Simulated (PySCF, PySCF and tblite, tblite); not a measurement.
# C10H14: conformers and averaged spectra, part 2 of 2

PySCF and tblite. Atoms count from 0.

### 7 Shieldings, conformer 3: CAM-B3LYP/6-31G*

The job: settings as JSON, then the geometry in Å.

```
{"job": {"xc": "CAM-B3LYP", "basis": "6-31G*", "kind": "nmr", "pop": false}, "charge": 0, "multiplicity": 1}
C     -0.776764     2.498788    -1.739584
C     -1.661845     2.332082    -0.760573
C     -1.861380     1.126830     0.014681
C     -0.926310     0.240568     0.420560
C      0.485249     0.478736     0.247064
C      1.469854    -0.430208     0.361993
C      2.861920    -0.100396     0.214449
C      3.847361    -0.991799     0.306573
C     -1.370887    -1.022956     1.113270
C     -1.632699    -2.135949     0.095950
H     -0.700861     3.429129    -2.277204
H     -0.126181     1.703566    -2.061795
H     -2.349258     3.139271    -0.531169
H     -2.892706     0.938029     0.291357
H      0.758366     1.503431     0.026109
H      1.248971    -1.470833     0.554273
H      3.090555     0.939930     0.018508
H      3.648658    -2.033353     0.500280
H      4.881120    -0.715259     0.193111
H     -0.612792    -1.347159     1.827521
H     -2.292279    -0.830431     1.667173
H     -1.947650    -3.046018     0.602214
H     -0.736481    -2.351321    -0.480722
H     -2.415695    -1.834914    -0.596482
```

Output:

```text
coarse grid: 19544 points
cycle   1  E = -389.1908552437  dE =  1.571e+00  |g| = 3.925e-01  |ddm| = 4.524e+00
cycle   2  E = -389.2217682001  dE = -3.091e-02  |g| = 2.542e-01  |ddm| = 6.652e-01
cycle   3  E = -389.2388478232  dE = -1.708e-02  |g| = 3.592e-02  |ddm| = 2.814e-01
cycle   4  E = -389.2391536912  dE = -3.059e-04  |g| = 2.339e-02  |ddm| = 6.667e-02
cycle   5  E = -389.2393017213  dE = -1.480e-04  |g| = 4.412e-03  |ddm| = 2.677e-02
cycle   6  E = -389.2393087131  dE = -6.992e-06  |g| = 1.583e-03  |ddm| = 6.393e-03
final grid: 187288 points
cycle   7  E = -389.1627405448  dE = -3.233e-05  |g| = 5.258e-03  |ddm| = 2.760e-02
cycle   8  E = -389.1627436431  dE = -3.098e-06  |g| = 4.317e-03  |ddm| = 1.033e-02
cycle   9  E = -389.1627484838  dE = -4.841e-06  |g| = 5.848e-04  |ddm| = 4.334e-03
cycle  10  E = -389.1627485655  dE = -8.172e-08  |g| = 2.086e-04  |ddm| = 7.343e-04
cycle  11  E = -389.1627485790  dE = -1.347e-08  |g| = 6.468e-05  |ddm| = 2.938e-04
cycle  12  E = -389.1627485804  dE = -1.445e-09  |g| = 1.428e-05  |ddm| = 9.036e-05
cycle  13  E = -389.1627485805  dE = -1.368e-10  |g| = 5.782e-06  |ddm| = 3.001e-05
converged SCF energy = -389.1627485805

GIAO shielding tensors (ppm)
atom      isotropic    diamagn.    paramagn.     s11        s22        s33       span
  0 C       77.400     260.653    -183.254    -18.912     78.551    172.560    191.472
  1 C       67.075     251.366    -184.291    -40.266     72.414    169.079    209.345
  2 C       69.794     258.550    -188.757    -20.805     80.920    149.266    170.071
  3 C       56.251     250.500    -194.249    -37.244     35.415    170.581    207.825
  4 C       65.526     260.738    -195.212    -27.368     64.938    159.009    186.377
  5 C       69.567     259.150    -189.584    -21.349     72.339    157.710    179.059
  6 C       62.157     253.784    -191.628    -43.090     69.269    160.290    203.380
  7 C       81.367     256.831    -175.463    -15.634     89.708    170.029    185.663
  8 C      163.477     249.078     -85.601    150.051    159.800    180.579     30.528
  9 C      176.299     248.103     -71.804    161.424    174.406    193.066     31.642
 10 H       27.005      28.591      -1.586     24.846     26.743     29.426      4.579
 11 H       27.160      36.897      -9.738     23.831     26.377     31.271      7.440
 12 H       26.118      26.771      -0.653     24.158     25.777     28.418      4.260
 13 H       26.478      31.789      -5.310     23.781     24.634     31.019      7.238
 14 H       25.728      37.332     -11.605     22.355     23.686     31.142      8.787
 15 H       26.012      37.470     -11.459     22.438     23.747     31.850      9.412
 16 H       25.966      31.348      -5.383     23.604     24.494     29.800      6.197
 17 H       27.212      33.019      -5.807     24.605     26.060     30.972      6.367
 18 H       27.324      28.152      -0.828     25.092     26.335     30.544      5.451
 19 H       30.004      33.222      -3.218     27.215     29.478     33.318      6.103
 20 H       30.127      31.449      -1.322     26.167     29.275     34.940      8.772
 21 H       31.138      30.207       0.931     27.461     28.112     37.840     10.379
 22 H       30.942      32.746      -1.804     26.449     31.077     35.299      8.851
 23 H       31.343      31.346      -0.003     27.358     30.498     36.175      8.817
```

Run time: 73 s. Hardware: 1 thread of Arm Neoverse N1, shared host; peak memory 0.92 GiB.

Key values: HOMO -6.66 eV, LUMO -0.08 eV; dipole 0.37 D.

### 8 Boltzmann average: properties at CAM-B3LYP/6-31G*

The job: settings as JSON, then the geometry in Å.

```
{"job": {"study": "conf", "smiles": "C=C/C=C(\\C=C\\C=C)CC", "search": {"seed": 5283, "n_embed": 200, "ff_keep": 26, "window": 3.0, "nmax": 10, "temps": [200, 250, 298.15, 350, 400], "t_ref": 298.15, "order": 0.002}, "level": {"nmr": {"xc": "CAM-B3LYP", "basis": "6-31G*"}}, "kind": "conf"}, "charge": 0, "multiplicity": 1}
C     -3.121562     2.690282     0.359299
C     -1.951640     2.055539     0.278174
C     -1.825368     0.718164    -0.230244
C     -0.698997    -0.023448    -0.366537
C      0.602907     0.461635     0.008826
C      1.773883    -0.192676    -0.113937
C      3.030591     0.374884     0.291875
C      4.199087    -0.254903     0.174990
C     -0.822543    -1.428570    -0.897333
C     -0.804663    -2.448607     0.243263
H     -4.039725     2.223986     0.041216
H     -3.201784     3.692180     0.744054
H     -1.057624     2.564884     0.608423
H     -2.762322     0.268486    -0.538360
H      0.638998     1.457478     0.429826
H      1.821989    -1.188083    -0.531754
H      2.995788     1.371669     0.714175
H      4.265139    -1.247193    -0.240878
H      5.125045     0.195449     0.488119
H     -1.760845    -1.529047    -1.446405
H     -0.008422    -1.641135    -1.592036
H     -1.636615    -2.267544     0.920442
H      0.118764    -2.374459     0.812386
H     -0.891817    -3.459208    -0.150028
```

Output:

```text
conformer  sym    E(xTB)   E(DFT)   G(298.15 K)  weight  dipole/D
    1     C1      0.000    0.000    0.000   0.7691    0.187
    2     Cs      1.169    0.245    0.720   0.2280    0.313
    3     C1      2.370    3.062    3.301   0.0029    0.374

mean shielding (ppm) by class
class atoms           200 K      250 K   298.15 K      350 K      400 K
  0 C  0              80.17     80.158     80.147     80.133     80.117
  1 C  1             68.955     68.951     68.946     68.939     68.929
  2 C  2             67.406     67.477     67.528     67.573      67.61
  3 C  3             59.635     59.689     59.721      59.74     59.746
  4 C  4             70.199     70.158     70.124     70.089     70.053
  5 C  5             69.475     69.494     69.507     69.518     69.526
  6 C  6             62.087     62.087     62.086     62.086     62.086
  7 C  7             80.306     80.312     80.317     80.323     80.329
  8 C  8            165.878     165.98    166.045    166.093    166.122
  9 C  9             179.28    179.375    179.435    179.477    179.502
 10 H  10            27.246     27.244     27.243     27.241      27.24
 11 H  11             27.28     27.279     27.279     27.278     27.277
 12 H  12             25.58     25.579     25.578     25.579     25.581
 13 H  13            26.444     26.445     26.446     26.446     26.447
 14 H  14            25.856     25.853     25.851     25.849     25.847
 15 H  15            26.143     26.144     26.145     26.145     26.145
 16 H  16            25.971     25.971     25.971     25.971     25.971
 17 H  17            27.171     27.171     27.172     27.172     27.173
 18 H  18             27.27     27.271     27.271     27.272     27.272
 19 H  19,20          30.07     30.069     30.068     30.067     30.067
 20 H  21,22,23      31.242     31.243     31.243     31.242     31.242
```

It took 3.8 min on 1 thread of Arm Neoverse N1, shared host. This counts the runs that the step sums up.

The search (ETKDG, MMFF94s, GFN2-xTB) embedded 200 structures, kept 3 distinct ones after the force field and 3 after xTB; 3 were carried on (window 3.0 kcal/mol at the search's own energies). Energies: CAM-B3LYP/6-31G* with D3(BJ).

Conformer by conformer (298 K):

| no. | group | mirror pair | ΔE xTB | ΔE DFT | ΔG | weight (%) | μ (D) | C0–C1–C2–C3 (°) | C8–C3–C4–C5 (°) | C4–C5–C6–C7 (°) | C2–C3–C8–C9 (°) | A, B, C (GHz) |
| --- | --- | --- | --- | --- | --- | --- | --- | --- | --- | --- | --- | --- |
| 1 | C1 | yes | 0.00 | 0.00 | 0.00 | 76.9 | 0.19 | 180 | 3 | -180 | -99 | 1.80, 0.67, 0.51 |
| 2 | Cs | no | 1.17 | 0.24 | 0.72 | 22.8 | 0.31 | 180 | 0 | 180 | 0 | 1.75, 0.66, 0.48 |
| 3 | C1 | yes | 2.37 | 3.06 | 3.30 | 0.3 | 0.37 | 36 | 16 | -179 | 89 | 1.55, 0.82, 0.58 |

Energies in kcal/mol. ΔG holds xTB vibrations and rotation, symmetry numbers and mirror pairs.

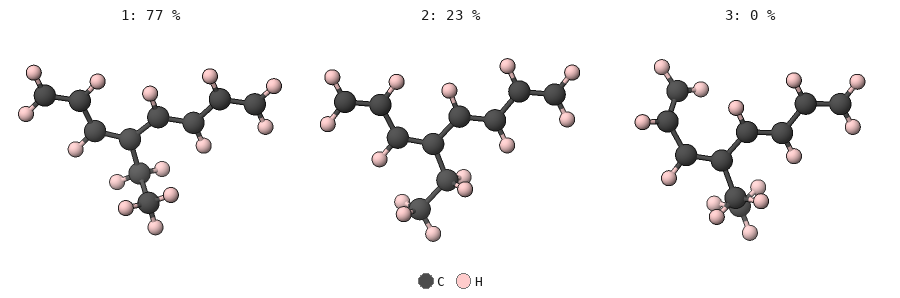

Conformers, most populated first.

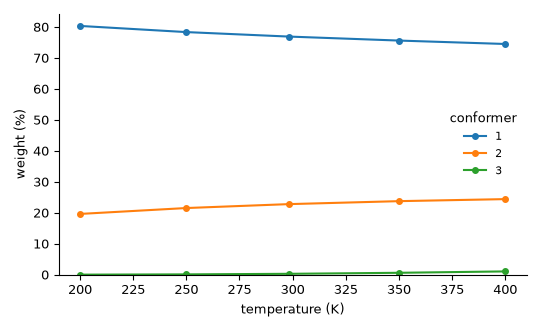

Weights against temperature.

Other ways of weighting, at the same temperature:

| scheme | 1 | 2 | 3 | mean μ (D) |
| --- | --- | --- | --- | --- |
| DFT free energy | 77 | 23 | 0 | 0.22 |
| DFT energy, symmetry counted | 75 | 25 | 0 | 0.22 |
| DFT energy alone | 60 | 40 | 0 | 0.24 |
| xTB energy, symmetry counted | 92 | 6 | 2 | 0.20 |
| xTB free energy | 93 | 6 | 1 | 0.20 |
| lowest conformer only | 100 | 0 | 0 | 0.19 |
| equal weights | 33 | 33 | 33 | 0.29 |
| conformers found from three starts alone | 77 | 23 | 0 | 0.22 |

Shifts against references run at the same level ($^{1}$H TMS 32.47, $^{13}$C TMS 195.1 ppm of shielding), by class of atoms, at 298 K:

| atoms | environment | no. 1 | no. 2 | no. 3 | average |
| --- | --- | --- | --- | --- | --- |
| C3 | fully substituted alkene carbon | 136.0 | 133.1 | 138.8 | 135.3 |
| C6 | alkene CH | 133.0 | 133.0 | 132.9 | 133.0 |
| C2 | alkene CH | 128.4 | 124.8 | 125.3 | 127.5 |
| C1 | alkene CH | 126.1 | 126.2 | 128.0 | 126.1 |
| C5 | alkene CH | 125.8 | 124.8 | 125.5 | 125.5 |
| C4 | alkene CH | 124.5 | 126.4 | 129.5 | 124.9 |
| C0 | terminal =CH2 carbon | 114.8 | 115.3 | 117.7 | 114.9 |
| C7 | terminal =CH2 carbon | 114.8 | 114.6 | 113.7 | 114.7 |
| C8 | allylic sp3 CH2 | 30.2 | 24.8 | 31.6 | 29.0 |
| C9 | methyl carbon | 16.8 | 11.7 | 18.8 | 15.6 |
| H12 | hydrogen on an alkene CH | 6.86 | 6.97 | 6.35 | 6.89 |
| H14 | hydrogen on an alkene CH | 6.58 | 6.74 | 6.74 | 6.61 |
| H16 | hydrogen on an alkene CH | 6.50 | 6.49 | 6.50 | 6.49 |
| H15 | hydrogen on an alkene CH | 6.34 | 6.26 | 6.45 | 6.32 |
| H13 | hydrogen on an alkene CH | 6.03 | 5.99 | 5.99 | 6.02 |
| H17 | hydrogen on a terminal =CH2 carbon | 5.30 | 5.27 | 5.25 | 5.29 |
| H10 | hydrogen on a terminal =CH2 carbon | 5.21 | 5.28 | 5.46 | 5.22 |
| H18 | hydrogen on a terminal =CH2 carbon | 5.20 | 5.17 | 5.14 | 5.19 |
| H11 | hydrogen on a terminal =CH2 carbon | 5.18 | 5.22 | 5.31 | 5.19 |
| H19, H20 | hydrogen on an allylic sp3 CH2 | 2.38 | 2.45 | 2.40 | 2.40 |
| H21, H22, H23 | hydrogen on a methyl carbon | 1.23 | 1.21 | 1.32 | 1.22 |

Effective distances for nuclear Overhauser effects, ⟨r⁻⁶⟩^(−1/6) over all pairs of two classes (Å): H10···H11 1.83; H17···H18 1.83; H12···H14 2.03; H14···H16 2.38; H10···H13 2.40; H15···H19 2.40; H11···H12 2.43; H16···H18 2.44.

### 9 Results

What follows sums up all 2 parts.

| quantity | value |
| --- | --- |
| conformers | 3; the first in weight is no. 1 (C1), 77 % at 298 K |
| root-mean-square dipole | 0.22 D |
| averaged $^{13}$C shifts (CAM-B3LYP/6-31G*) | 135.3, 133.0, 127.5, 126.1, 125.5, 124.9, 114.9, 114.7, 29.0, 15.6 ppm |
| averaged $^{1}$H shifts (CAM-B3LYP/6-31G*) | 6.89, 6.61, 6.49, 6.32, 6.02, 5.29, 5.22, 5.19, 5.19, 2.40, 1.22 ppm |

Conformer 1 leads with 77 % at 298 K, and its share goes from 80 % at 200 K to 75 % at 400 K. Among conformers over 5 %, C8 differs by 5.4 ppm, while the average moves by 0.2 ppm from 200 to 400 K.
